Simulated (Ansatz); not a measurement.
**Response to strain in TiTe2**

Consider TiTe₂ in the CdI2 type structure (space group P-3m1, No. 164; layered, stacked along the Cartesian z axis).

```yaml
crystal:
  lattice:
    - [3.78396, 0.00000, 0.00000]
    - [-1.89198, 3.27701, 0.00000]
    - [0.00000, 0.00000, 6.60161]
  atoms:
    - { symbol: Ti, position: [0.00000, 0.00000, 0.00000] }
    - { symbol: Te, position: [0.33333, 0.66667, 0.25685] }
    - { symbol: Te, position: [0.66667, 0.33333, 0.74315] }
```

Cartesian axes are those of the cell as printed.

Strains are applied to the cell and any free atomic positions relax; under biaxial strain the out-of-plane vector relaxes too.

Method: plane-wave PAW DFT at the r2SCAN+rVV10 level (Ansatz, a first-principles code, 500 eV), no SOC.

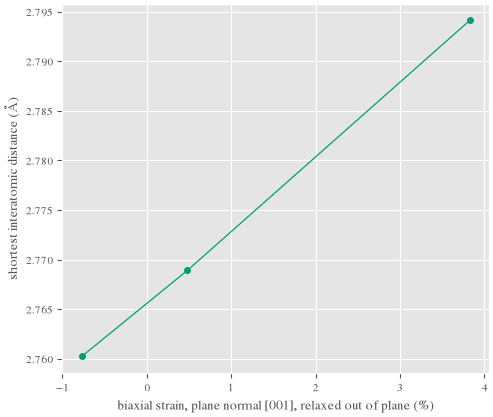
Fig. 1. Shortest interatomic distance against biaxial strain, plane normal [001], relaxed out of plane

```csv
"biaxial strain, plane normal [001], relaxed out of plane (%)",shortest interatomic distance
-0.77,2.760 Å
0.48,2.769 Å
3.83,2.794 Å
```

Without a gap, meshes like the base's 14×14×7 leave anisotropic stresses uncertain by several tenths of a GPa, and small strain energies with them. Stability against distortions was not tested. All final runs are without spin polarisation.
